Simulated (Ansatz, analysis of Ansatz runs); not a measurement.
## Can an added electron hop between Cr atoms in LaCrO4 (P2_1/c)?

Question: does an added electron stay on the Cr atom where it is started in LaCrO4 (P2_1/c), and if so, how high is the barrier for a hop to another Cr site nearby? Model: a cell of 48 host atoms.

Calculated with Ansatz 0.2.0; plane-wave PAW DFT, PBEsol+U; relaxation of all atoms of a supercell at fixed charge in a uniform background; PAW set soft_1.

## (1) The structure

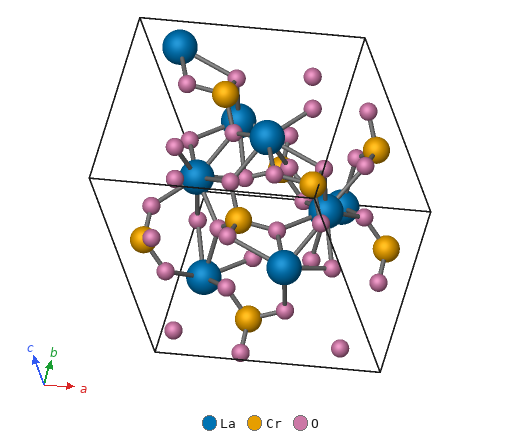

The cell as given, from a free direction (lanthanum blue, chromium orange, oxygen pink). Bonds to atoms that aren't drawn are left out. Some periodic images of atoms are drawn too.

The cell holds 48 atoms: 8 La, 8 Cr and 32 O. Cell: a = 9.773 Å, b = 9.773 Å, c = 8.262 Å, α = 67.1°, β = 112.9°, γ = 85.5°. It derives from LaCrO4 (space group P2_1/c). Nearest the centre at fractional (0.792, 0.292, 0.750): O30 at 1.72 Å, Cr14 at 2.09 Å, Cr16 at 2.09 Å, O42 at 2.15 Å, O34 at 2.23 Å, O22 at 2.28 Å, O32 at 2.29 Å, O44 at 2.69 Å.

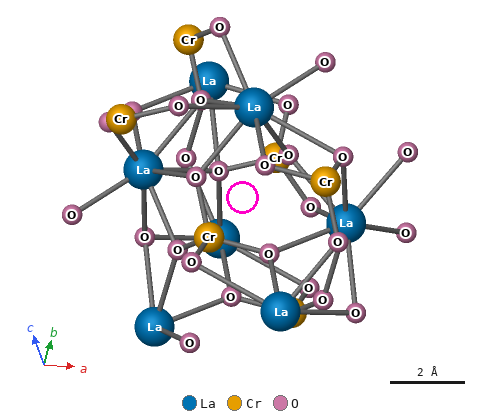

The atoms within 5 Å of the centre. A ring marks the centre wherever it is empty.

Hubbard terms: Cr d 4.0 eV. They were chosen, not fitted, to curb self-interaction in the shells named, the trial site's among them. The two sites are Cr14 and Cr16. The cell's shortest repeat is 8.3 Å. The host's moments were started ferromagnetic, high spin; both sites carry the same spin direction.

## (2) The cell without the carrier

The neutral cell is relaxed first, from small random displacements, so that bond lengths and moments with the carrier can be set beside those of a relaxed cell without it.

The input, neutral.relax/input.yaml:

```yaml
crystal:
  lattice:
    - [6.63091836, 7.17871848, 0.02486774]
    - [-6.63091836, 7.17871848, -0.02486774]
    - [-4.76261004, 0.0, 6.75059431]
  atoms:
    - { symbol: La, position: [0.417918, 0.238426, 0.282621] }
    - { symbol: La, position: [0.917918, 0.738426, 0.282621] }
    - { symbol: La, position: [0.488426, 0.667918, 0.217379] }
    - { symbol: La, position: [0.988426, 0.167918, 0.217379] }
    - { symbol: La, position: [0.082082, 0.261574, 0.717379] }
    - { symbol: La, position: [0.582082, 0.761574, 0.717379] }
    - { symbol: La, position: [0.011574, 0.832082, 0.782621] }
    - { symbol: La, position: [0.511574, 0.332082, 0.782621] }
    - { symbol: Cr, position: [0.178278, 0.488166, 0.303795], spin: 1.0 }
    - { symbol: Cr, position: [0.678278, 0.988166, 0.303795], spin: 1.0 }
    - { symbol: Cr, position: [0.238166, 0.928278, 0.196205], spin: 1.0 }
    - { symbol: Cr, position: [0.738166, 0.428278, 0.196205], spin: 1.0 }
    - { symbol: Cr, position: [0.321722, 0.011834, 0.696205], spin: 1.0 }
    - { symbol: Cr, position: [0.821722, 0.511834, 0.696205], spin: 1.0 }
    - { symbol: Cr, position: [0.261834, 0.571722, 0.803795], spin: 1.0 }
    - { symbol: Cr, position: [0.761834, 0.071722, 0.803795], spin: 1.0 }
    - { symbol: O, position: [0.371386, 0.468315, 0.393324] }
    - { symbol: O, position: [0.871386, 0.968315, 0.393324] }
    - { symbol: O, position: [0.218315, 0.121386, 0.106676] }
    - { symbol: O, position: [0.718315, 0.621386, 0.106676] }
    - { symbol: O, position: [0.128614, 0.031685, 0.606676] }
    - { symbol: O, position: [0.628614, 0.531685, 0.606676] }
    - { symbol: O, position: [0.281685, 0.378614, 0.893324] }
    - { symbol: O, position: [0.781685, 0.878614, 0.893324] }
    - { symbol: O, position: [0.051422, 0.65918, 0.120747] }
    - { symbol: O, position: [0.551422, 0.15918, 0.120747] }
    - { symbol: O, position: [0.40918, 0.801422, 0.379253] }
    - { symbol: O, position: [0.90918, 0.301422, 0.379253] }
    - { symbol: O, position: [0.448578, 0.84082, 0.879253] }
    - { symbol: O, position: [0.948578, 0.34082, 0.879253] }
    - { symbol: O, position: [0.09082, 0.698578, 0.620747] }
    - { symbol: O, position: [0.59082, 0.198578, 0.620747] }
    - { symbol: O, position: [0.411094, 0.590047, 0.745077] }
    - { symbol: O, position: [0.911094, 0.090047, 0.745077] }
    - { symbol: O, position: [0.340047, 0.161094, 0.754923] }
    - { symbol: O, position: [0.840047, 0.661094, 0.754923] }
    - { symbol: O, position: [0.088906, 0.909953, 0.254923] }
    - { symbol: O, position: [0.588906, 0.409953, 0.254923] }
    - { symbol: O, position: [0.159953, 0.338906, 0.245077] }
    - { symbol: O, position: [0.659953, 0.838906, 0.245077] }
    - { symbol: O, position: [0.269964, 0.614105, 0.98736] }
    - { symbol: O, position: [0.769964, 0.114105, 0.98736] }
    - { symbol: O, position: [0.364105, 0.019964, 0.51264] }
    - { symbol: O, position: [0.864105, 0.519964, 0.51264] }
    - { symbol: O, position: [0.230036, 0.885895, 0.01264] }
    - { symbol: O, position: [0.730036, 0.385895, 0.01264] }
    - { symbol: O, position: [0.135895, 0.480036, 0.48736] }
    - { symbol: O, position: [0.635895, 0.980036, 0.48736] }
basis:
  ecutwfc: 420
  xc_grid: 2
hamiltonian:
  xc: pbesol
  hubbard:
    sites: [{ species: Cr, l: d, u_eff: 4.0 }]
    projectors: ortho-atomic
  pseudopotentials: { kind: paw, azcp: { folder: soft_1 }, xc_functional: pbe }
kpoints:
  mp_grid: { grid: [1, 1, 1] }
magnetization:
  spin_polarized: true
  initial_magnetization: 8
  spin_locking: { lock_magnetization: hard }
scf:
  occupations: { method: fermi_dirac, width: 0.01 }
  max_iter: 120
  lower_state_search: "off"
output:
  forces: true
relax:
  f_tol: 0.02
  max_steps: 70
  random_displacement: { amplitude: 0.04, seed: 4254 }
checkpoint:
  write: "../neutral.relax.run"
  compress: false
  write_wavefunctions: true
  write_every: 100000
```

Launch:

```sh
ansatz run input.yaml --threads 4 --pin off --max-ram 9420MiB --backend cpu --events-out ev --progress --plain --runs-dir out
```

Numbers of over 12 decimals in the logs are rounded to 6 here.

The program printed:

```text
[... repeated set-up lines and file paths are left out, and long positions are rounded to six places ...]
Engine: ansatz 0.2.0, aarch64-unknown-linux-gnu
Pseudopotentials: kind: paw
Pseudopotential: La, paw, valence charge 11, recommended cutoff 420 eV (normal), soft_1/La.paw.azcp
Pseudopotential: Cr, paw, valence charge 14, recommended cutoff 420 eV (normal), soft_1/Cr.paw.azcp
Pseudopotential: O, paw, valence charge 6, recommended cutoff 420 eV (normal), soft_1/O.paw.azcp
Functional definition: PBEsol
  exchange = pbesol_x
  correlation = pbesol_c
Crystal: 48 atoms, lattice volume = 644.377 Å³
Basis set: ecut = 420 eV, 12585 PW (Γ), exchange–correlation on 144×144×120 points (8 copies of the dense FFT grid, shifted against one another)
Bands: 248, of which v1, the nominal top of the filled ones, is band 196 counted from 1 (195 counted from 0)
Symmetry: 1 space group operations
k-points: 1
Non-local potential: La, projectors of the file, l = 0: 3, l = 1: 2, l = 2: 2, l = 3: 3
Non-local potential: Cr, projectors of the file, l = 0: 3, l = 1: 2, l = 2: 3, l = 3: 1
Non-local potential: O, projectors of the file, l = 0: 2, l = 1: 2, l = 2: 1
PAW form: soft (Blöchl's): semilocal exchange-correlation on the pseudo side does not see the compensation charge
PAW frozen core: La, regenerated for the run's functional, and the local potential with it (the file was generated under x = pbe(κ = 0.804, μ = 0.219515), c = pbe(β = 0.066725))
PAW frozen core: Cr, regenerated for the run's functional, and the local potential with it (the file was generated under x = pbe(κ = 0.804, μ = 0.219515), c = pbe(β = 0.066725))
[...]
atom  34  O      0.00081427     0.00136483     0.00595819
  [... 7 atoms left out ...]
  atom  42  O     -0.00805287     0.00020394    -0.00057044
  [... 1 atom left out ...]
  atom  44  O      0.00261802    -0.00355665     0.00319223
  [... 1 atom left out ...]
  atom  46  O      0.00293607     0.00254266    -0.00285848
  [... 2 atoms left out ...]
  max |Σ_I F_I| component: 9.97e-5 eV/Å
--- Band table (eV) ---
  k-point 0 ↑: bands = ["-64.2650", "-64.2641", "-64.2639", "-64.2635", [... 240 left out ...] "12.7948", "12.7985", "12.8142", "12.8146"]
  k-point 0 ↓: bands = ["-63.1416", "-63.1408", "-63.1406", "-63.1404", [... 240 left out ...] "12.8187", "12.8316", "12.8366", "12.8419"]
Occupation matrices written to <dir>
--- Relaxed structure (5 steps of the walk, 5 accepted, 0 SCFs on fresh bases) ---
  F+E_penalty+E_count = -94043.56130210 eV   max|allowed force component| = 1.595e-2 eV/Å
  atoms:
    - { symbol: La, position: [0.418243, 0.237557, 0.282361] }
    - { symbol: La, position: [0.918149, 0.737575, 0.282208] }
    [... 5 atoms left out ...]
    - { symbol: La, position: [0.512781, 0.332277, 0.782201] }
    [... 5 atoms left out ...]
    - { symbol: Cr, position: [0.821547, 0.512741, 0.696780] }
    [... 1 atom left out ...]
    - { symbol: Cr, position: [0.761878, 0.072541, 0.802287] }
    [... 5 atoms left out ...]
    - { symbol: O, position: [0.628760, 0.531197, 0.607423] }
    [... 7 atoms left out ...]
    - { symbol: O, position: [0.948424, 0.341806, 0.880298] }
    [... 1 atom left out ...]
    - { symbol: O, position: [0.590956, 0.199563, 0.618887] }
    [... 1 atom left out ...]
    - { symbol: O, position: [0.911647, 0.090730, 0.744736] }
    [... 7 atoms left out ...]
    - { symbol: O, position: [0.769490, 0.116235, 0.984551] }
    [... 1 atom left out ...]
    - { symbol: O, position: [0.865685, 0.520277, 0.514822] }
    [... 1 atom left out ...]
    - { symbol: O, position: [0.730124, 0.384546, 0.015128] }
    [... 2 atoms left out ...]
[key lines of the parts left out:]
SCF converged after 2 iterations
Magnetization: 8.0000 μB (200.0000 up, 192.0000 down)
Free energy (F): -94043.561302 eV
Fermi energy:    9.401268 (↑ 9.401268, ↓ 8.980746) eV
```

Wall time 77 s (4 threads of Arm Neoverse V1, shared host); peak memory 1.3 GiB; 5 min of CPU time.

The largest displacement from an ideal site is 0.024 Å.

(Part 1 of 3 ends here.)

[Logs are printed without paths, hosts, clocks, repeated set-up lines and the standing remarks that a program may print on its own settings, such as how far it seeks lower states.]

[Hosts, paths, dates, database ids (printed as entryN), source tags and the programs' standing remarks are cut or masked in the printed files.]
